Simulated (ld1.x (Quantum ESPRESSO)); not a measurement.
# Ge: generating and testing a TM potential

Do these settings give a usable potential? It is generated, then checked for transferability, scattering, ghosts and hardness.

Program: ld1.x (Quantum ESPRESSO) 7.5. Reference atom: PBE, scalar-relativistic, spherical and spin-unpolarised. All values are calculated.

## (1) The atom and the settings

The settings as typed:

```json
{
  "element": "germanium (Ge, Z = 32)",
  "type": "norm-conserving Troullier–Martins (Kleinman–Bylander form)",
  "frozen core": "[Ar] 3d10",
  "valence charge": "4",
  "reference configuration": "4s2 4p2",
  "partial waves": "4p (bound): rc 2.40 bohr; 4d channel at 0.45 Ry: rc 1.95 bohr; 4s (bound): rc 1.95 bohr",
  "local potential": "the s channel",
  "core correction": "a·sin(br)/r model core inside 1.25 bohr"
}
```

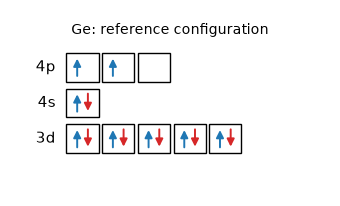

The outer shells as boxes. The arrows follow Hund's rule for the drawing; the calculation itself is spin-unpolarised.

The nodes and maxima of the atom's own shells, from an earlier all-electron run, set the scale for the radii.

All-electron outer shells of the reference configuration (PBE, scalar-relativistic, ld1.x):

```csv
shell,level (eV),outermost node (bohr),outermost maximum (bohr)
3p,-115.62,0.23,0.54
3d,-29.31,–,0.50
4s,-11.73,0.77,1.75
4p,-3.90,0.82,2.22
```

## (2) The generation run

Contents of Ge.in:

```
 &input
   title='Ge', zed=32., rel=1, dft='PBE', iswitch=3,
   config='[Ar] 3d10 4s2 4p2 4d-2',
   nld=3, rlderiv=2.60, eminld=-3.0, emaxld=5.0, deld=0.02
 /
 &inputp
   pseudotype=2, tm=.true., lloc=0,
   nlcc=.true., rcore=1.25,
   file_pseudopw='Ge.UPF', file_wfcaegen='ae.wfc', file_wfcncgen='nc.wfc', file_beta='beta', file_chi='chi'
 /
3
4P  2  1   2.00   0.00  2.40  2.40  0.0
4D  3  2  -2.00   0.45  1.95  1.95  0.0
4S  1  0   2.00   0.00  1.95  1.95  0.0
 &test
   configts(1)='4s2 4p2'
 /
```

Command:

```bash
$ ld1.x < Ge.in > Ge.out
```

The output, Ge.out (without the banner and most projector matrices):

```text
     Program LD1 v.7.5
     --------------------------- All-electron run ----------------------------

     Ge
     scalar relativistic calculation

     atomic number is 32.00
     dft =PBE   lsd =0 sic =0 latt =0  beta=0.20 tr2=1.0E-14
     Exchange-correlation= PBE
                           (   1   4   3   4   0   0   0)
     mesh =1207 r(mesh) = 100.41023 a.u. xmin = -7.00 dx = 0.01250
     1 Ry =  13.60569312 eV, c = 137.03599908

     n l     nl                  e(Ry)          e(Ha)          e(eV)
     1 0     1S 1( 2.00)      -805.6314      -402.8157    -10961.1741
     2 0     2S 1( 2.00)      -100.8250       -50.4125     -1371.7939
     2 1     2P 1( 6.00)       -88.1036       -44.0518     -1198.7111
     3 0     3S 1( 2.00)       -12.3839        -6.1919      -168.4909
     3 1     3P 1( 6.00)        -8.4979        -4.2490      -115.6205
     3 2     3D 1(10.00)        -2.1543        -1.0772       -29.3109
     4 0     4S 1( 2.00)        -0.8622        -0.4311       -11.7311
     4 1     4P 1( 2.00)        -0.2863        -0.1431        -3.8953

     final scf error:  3.0E-15 reached in  36 iterations

     Etot =   -4197.669992 Ry,   -2098.834996 Ha,  -57112.209742 eV

     Ekin =    4273.695468 Ry,    2136.847734 Ha,   58146.589038 eV
     Encl =  -10116.689522 Ry,   -5058.344761 Ha, -137644.573051 eV
     Eh   =    1804.321722 Ry,     902.160861 Ha,   24549.047641 eV
     Exc  =    -158.997660 Ry,     -79.498830 Ha,   -2163.273369 eV

     normalization and overlap integrals

     s(1S/1S) =  1.000000  <r> =   0.0470  <r2> =    0.0030  r(max) =   0.0309
     s(2S/2S) =  1.000000  <r> =   0.2100  <r2> =    0.0520  r(max) =   0.1754
     s(2P/2P) =  1.000000  <r> =   0.1837  <r2> =    0.0414  r(max) =   0.1418
     s(3S/3S) =  1.000000  <r> =   0.6242  <r2> =    0.4495  r(max) =   0.5402
     s(3P/3P) =  1.000000  <r> =   0.6470  <r2> =    0.4929  r(max) =   0.5402
     s(3D/3D) =  1.000000  <r> =   0.7365  <r2> =    0.6969  r(max) =   0.5012
     s(4S/4S) =  1.000000  <r> =   2.1162  <r2> =    5.1841  r(max) =   1.7494
     s(4P/4P) =  1.000000  <r> =   2.8993  <r2> =   10.0650  r(max) =   2.2184

     ------------------------ End of All-electron run ------------------------

     --------------------- Generating NC pseudopotential ---------------------

      Generating local pot.: lloc=0, matching radius rcloc =   1.9500

      Computing core charge for nlcc:

       r > 1.26 : true rho core
       r < 1.26 : rho core = a sin(br)/r    a=   6.38  b=   2.10

      Integrated core pseudo-charge :   5.21

      Wfc   4P  rcut= 2.421  Using Troullier-Martins method

      Wfc   4D  rcut= 1.933  Using Troullier-Martins method

     ------------------- End of pseudopotential generation -------------------

     [... the all-electron block is printed once more ...]


     Computing logarithmic derivative in   2.59357
     Computing logarithmic derivative in   2.59357
     Computing the partial wave expansion
       no projector for channel:   0
     R is outside the sphere for l=    1 j= 0.00
     R is outside the sphere for l=    2 j= 0.00

     ---------------------- Testing the pseudopotential ----------------------

     Ge
     scalar relativistic calculation

     atomic number is 32.00   valence charge is  4.00
     dft =PBE   lsd =0 sic =0 latt =0  beta=0.20 tr2=1.0E-14
     mesh =1207 r(mesh) = 100.41023 xmin = -7.00 dx = 0.01250

     n l     nl             e AE (Ry)        e PS (Ry)    De AE-PS (Ry)
     1 0     4S   1( 2.00)       -0.86222       -0.86223        0.00000
     2 1     4P   1( 2.00)       -0.28630       -0.28630        0.00000

     eps = 3.7E-16  iter =  4

     Etot =   -4197.669992 Ry,   -2098.834996 Ha,  -57112.209742 eV
     Etotps =   -14.131776 Ry,      -7.065888 Ha,    -192.272610 eV

     Ekin =       2.535482 Ry,       1.267741 Ha,      34.496988 eV
     Encl =     -13.548867 Ry,      -6.774433 Ha,    -184.341722 eV
     Ehrt =       5.820799 Ry,       2.910400 Ha,      79.196006 eV
     Ecxc =      -8.953538 Ry,      -4.476769 Ha,    -121.819094 eV
     (Ecc =      -6.425707 Ry,      -3.212853 Ha,     -87.426196 eV)
     Epseu=       0.014348 Ry,       0.007174 Ha,       0.195211 eV

     ---------------------- End of pseudopotential test ----------------------
```

Run time: 1.4 s. Hardware: 1 thread of Neoverse-V1, shared host. (Generation and the later configuration tests together.)

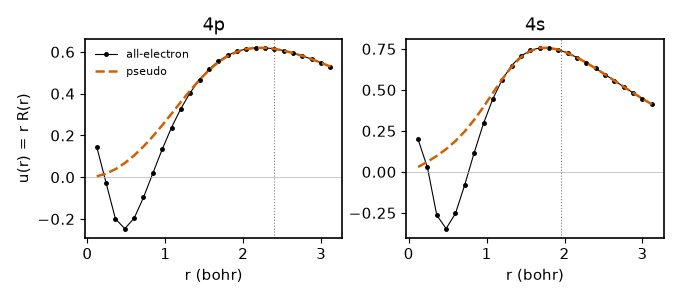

All-electron and pseudo partial waves (4p, 4s), with the matching radii dotted. The curves join 26 sampled radii, too few to resolve the innermost nodes.

## (3) Configuration tests

Contents of Ge.test.in:

```
 &input
   title='Ge', zed=32., rel=1, dft='PBE', iswitch=2,
   config='[Ar] 3d10 4s2 4p2 4d-2'
 /
 &test
   file_pseudo='Ge.UPF', nconf=8,
   configts(1)='4s2 4p2',
   configts(2)='4s2 4p1',
   configts(3)='4s2 4p0',
   configts(4)='4s1 4p0',
   configts(5)='4s1 4p2',
   configts(6)='4s2 4p1.5',
   configts(7)='4s1 4p3',
   configts(8)='4s0 4p4'
 /
```

Command:

```bash
$ ld1.x < Ge.test.in > Ge.test.out
```

Ge.test.out, the pseudopotential blocks:

```text
     ---------------------- Testing the pseudopotential ----------------------

     Ge
     scalar relativistic calculation

     atomic number is 32.00   valence charge is  4.00
     dft =PBE   lsd =0 sic =0 latt =0  beta=0.20 tr2=1.0E-14
     mesh =1207 r(mesh) = 100.41023 xmin = -7.00 dx = 0.01250

     n l     nl             e AE (Ry)        e PS (Ry)    De AE-PS (Ry)
     1 0     4S   1( 2.00)       -0.86222       -0.86223        0.00000
     2 1     4P   1( 2.00)       -0.28630       -0.28630        0.00000

     eps = 6.3E-16  iter =  4

     Etot =   -4197.669992 Ry,   -2098.834996 Ha,  -57112.209742 eV
     Etotps =   -14.131776 Ry,      -7.065888 Ha,    -192.272609 eV

     Ekin =       2.535482 Ry,       1.267741 Ha,      34.496991 eV
     Encl =     -13.548867 Ry,      -6.774433 Ha,    -184.341723 eV
     Ehrt =       5.820799 Ry,       2.910400 Ha,      79.196007 eV
     Ecxc =      -8.953538 Ry,      -4.476769 Ha,    -121.819094 eV
     (Ecc =      -6.425707 Ry,      -3.212853 Ha,     -87.426196 eV)
     Epseu=       0.014348 Ry,       0.007174 Ha,       0.195211 eV

     ---------------------- End of pseudopotential test ----------------------

     ---------------------- Testing the pseudopotential ----------------------

     Ge
     [...]
     n l     nl             e AE (Ry)        e PS (Ry)    De AE-PS (Ry)
     1 0     4S   1( 2.00)       -1.45956       -1.46143        0.00187
     2 1     4P   1( 1.00)       -0.82628       -0.82736        0.00108

     eps = 5.0E-15  iter =  9

     Etot =   -4197.122869 Ry,   -2098.561434 Ha,  -57104.765750 eV
     Etotps =   -13.584210 Ry,      -6.792105 Ha,    -184.822587 eV
     dEtot_ae =       0.547123 Ry
     dEtot_ps =       0.547567 Ry,   Delta E=      -0.000443 Ry

     [...]
     ---------------------- End of pseudopotential test ----------------------

     ---------------------- Testing the pseudopotential ----------------------

     Ge
     [...]
     n l     nl             e AE (Ry)        e PS (Ry)    De AE-PS (Ry)
     1 0     4S   1( 2.00)       -2.14976       -2.15765        0.00789  !
     2 1     4P   1( 0.00)       -1.45571       -1.46108        0.00537  !

     eps = 5.9E-15  iter =  7

     Etot =   -4195.988126 Ry,   -2097.994063 Ha,  -57089.326796 eV
     Etotps =   -12.446454 Ry,      -6.223227 Ha,    -169.342632 eV
     dEtot_ae =       1.681865 Ry
     dEtot_ps =       1.685322 Ry,   Delta E=      -0.003457 Ry

     [...]
     ---------------------- End of pseudopotential test ----------------------

     ---------------------- Testing the pseudopotential ----------------------

     Ge
     [...]
     n l     nl             e AE (Ry)        e PS (Ry)    De AE-PS (Ry)
     1 0     4S   1( 1.00)       -2.97339       -2.99980        0.02641  !
     2 1     4P   1( 0.00)       -2.20993       -2.22848        0.01855  !

     eps = 4.7E-18  iter =  7

     Etot =   -4193.431031 Ry,   -2096.715516 Ha,  -57054.535744 eV
     Etotps =    -9.872848 Ry,      -4.936424 Ha,    -134.326945 eV
     dEtot_ae =       4.238961 Ry
     dEtot_ps =       4.258928 Ry,   Delta E=      -0.019967 Ry

     [...]
     ---------------------- End of pseudopotential test ----------------------

     ---------------------- Testing the pseudopotential ----------------------

     Ge
     [...]
     n l     nl             e AE (Ry)        e PS (Ry)    De AE-PS (Ry)
     1 0     4S   1( 1.00)       -1.53157       -1.53663        0.00506  !
     2 1     4P   1( 2.00)       -0.88375       -0.88617        0.00242

     eps = 1.5E-16  iter =  7

     Etot =   -4196.482228 Ry,   -2098.241114 Ha,  -57096.049396 eV
     Etotps =   -12.941833 Ry,      -6.470916 Ha,    -176.082604 eV
     dEtot_ae =       1.187763 Ry
     dEtot_ps =       1.189943 Ry,   Delta E=      -0.002180 Ry

     [...]
     ---------------------- End of pseudopotential test ----------------------

     ---------------------- Testing the pseudopotential ----------------------

     Ge
     [...]
     n l     nl             e AE (Ry)        e PS (Ry)    De AE-PS (Ry)
     1 0     4S   1( 2.00)       -1.14653       -1.14710        0.00057
     2 1     4P   1( 1.50)       -0.54268       -0.54296        0.00029

     eps = 2.1E-16  iter =  9

     Etot =   -4197.464058 Ry,   -2098.732029 Ha,  -57109.407861 eV
     Etotps =   -13.925756 Ry,      -6.962878 Ha,    -189.469566 eV
     dEtot_ae =       0.205934 Ry
     dEtot_ps =       0.206020 Ry,   Delta E=      -0.000085 Ry

     [...]
     ---------------------- End of pseudopotential test ----------------------

     ---------------------- Testing the pseudopotential ----------------------

     Ge
     [...]
     n l     nl             e AE (Ry)        e PS (Ry)    De AE-PS (Ry)
     1 0     4S   1( 1.00)       -0.93246       -0.93456        0.00210
     2 1     4P   1( 3.00)       -0.33685       -0.33730        0.00045

     eps = 9.7E-16  iter =  7

     Etot =   -4197.084042 Ry,   -2098.542021 Ha,  -57104.237489 eV
     Etotps =   -13.544966 Ry,      -6.772483 Ha,    -184.288647 eV
     dEtot_ae =       0.585950 Ry
     dEtot_ps =       0.586810 Ry,   Delta E=      -0.000861 Ry

     [...]
     ---------------------- End of pseudopotential test ----------------------

     ---------------------- Testing the pseudopotential ----------------------

     Ge
     [...]
     n l     nl             e AE (Ry)        e PS (Ry)    De AE-PS (Ry)
     1 0     4S   1( 0.00)       -0.99555       -1.00018        0.00463
     2 1     4P   1( 4.00)       -0.38263       -0.38372        0.00109

     eps = 6.7E-15  iter =  8

     Etot =   -4196.479660 Ry,   -2098.239830 Ha,  -57096.014458 eV
     Etotps =   -12.937965 Ry,      -6.468983 Ha,    -176.029984 eV
     dEtot_ae =       1.190331 Ry
     dEtot_ps =       1.193811 Ry,   Delta E=      -0.003480 Ry

     [...]
     ---------------------- End of pseudopotential test ----------------------
```

Excitation and ionisation energies from 4s2 4p2, with the error of the potential.

```csv
valence configuration,charge,ΔE all-electron (eV),error AE − PS (meV)
4s2 4p1,+1,7.444,-6.0
4s2 4p0,+2,22.883,-47
4s1 4p0,+3,57.674,-272
4s1 4p2,+1,16.160,-30
4s2 4p1.5,+0.5,2.802,-1.2
4s1 4p3,0,7.972,-12
4s0 4p4,0,16.195,-47
```

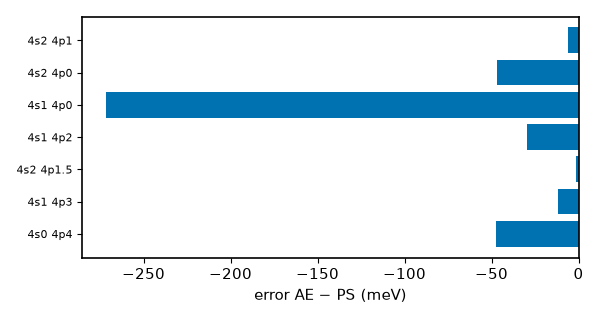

Error of the potential in each test configuration.

## (4) Logarithmic derivatives

Taken from the files of the generation run. The phase is arctan(r·u′/u) with u = r·R, unwrapped, with energies in Ry. A pole is an energy at which the radial function vanishes at the test radius. The pseudo phase is shifted by a multiple of π to meet the all-electron one at the reference energy. Levels narrower than the energy grid can be missing from the poles. The last column is the largest difference on the grid between −1 and +1 Ry.

| channel | radius (bohr) | reference (Ry) | poles AE | poles PS | window around the reference with phases within 0.05 rad (Ry) | largest difference near zero (rad) |
| --- | --- | --- | --- | --- | --- | --- |
| s | 2.59 | -0.86 | 0.07 | 0.06 | below 2.0 | 0.007 |
| p | 2.59 | -0.29 | 1.20 | 1.21 | below 3.7 | 0.000 |
| d | 2.59 | 0.45 | -2.13, 3.21 | 3.11 | above -2.0 | 0.006 |

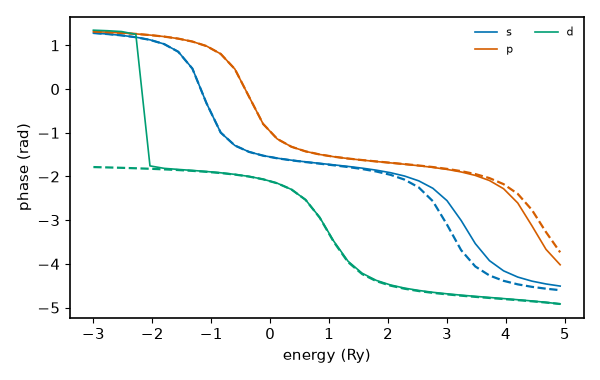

Phases by channel: all-electron solid, pseudo dashed.

## (5) Plane-wave convergence, by spherical Bessel functions

This step uses the generator's waves and projectors in a separate script. Basis: spherical Bessel functions vanishing at 20 bohr, q² up to the cutoff; potential fixed at the reference.

All-electron valence levels (Ry): 4p -0.2863, 4s -0.8622. The lowest levels of each channel (Ry) by cutoff; the last column sums, over occupied levels, occupation times the distance from the level at 400 Ry. A positive value at high cutoff is not a bound level.

```
cutoff (Ry)     p #1      d #1     s #1    f #1  Σ f·Δε (mRy)
          8  -0.2821    0.0530  -0.8239  0.1080          84.9
         12  -0.2849    0.0530  -0.8537  0.1080          20.0
         15  -0.2860    0.0528  -0.8568  0.1080          11.4
         21  -0.2862    0.0494  -0.8576  0.1080           9.3
         25  -0.2863   -0.7511  -0.8587  0.1080           7.2
         35  -0.2863   -8.4087  -0.8617  0.1080           1.1
         40  -0.2863  -10.1421  -0.8620  0.1080           0.4
         50  -0.2863  -10.9178  -0.8620  0.1080           0.4
        400  -0.2863  -11.0882  -0.8622  0.1080           0.0
```

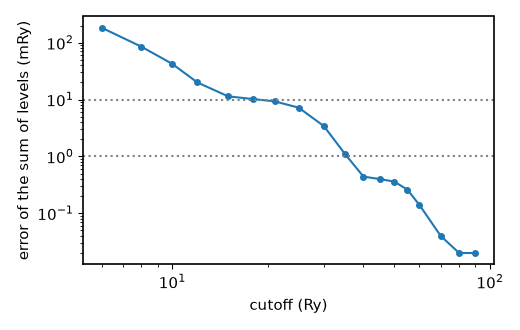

Occupation-weighted error of the valence levels against the cutoff; the dotted lines mark 10 and 1 mRy.

The sum stays within 10 mRy from 21 Ry and within 1 mRy from 40 Ry. The sum leaves out empty levels, which can need more. Ghost test: ghost state, bound below the all-electron valence or empty levels of the same l: d at -150.9 eV.

## (6) What came out

```
                                                quantity                  value
               cutoffs for 10 and 1 mRy, occupied levels        21 Ry and 40 Ry
                                            bound ghosts        d at -150.86 eV
                            largest test error (AE − PS)  -272 meV, for 4s1 4p0
largest phase difference near zero energy, channels read              0.007 rad
```

**Reading.** A bound ghost (d) makes it unfit for use: electrons can fall into a state that the atom doesn't have. By total energies transferability is poor: the largest error is 272 meV on 57.7 eV, for 4s1 4p0. That test lies far up in energy; among those under 40 eV, nearer to bonding, the largest error is 47 meV. It counts as soft on the atom at that tolerance, with 21 Ry needed at the looser tolerance. The slowest occupied level is 4s: taken alone it needs 35 Ry to come within 1 mRy, against 15 Ry for 4p. Near zero energy the phases of the channels with partial waves agree within 0.007 rad.
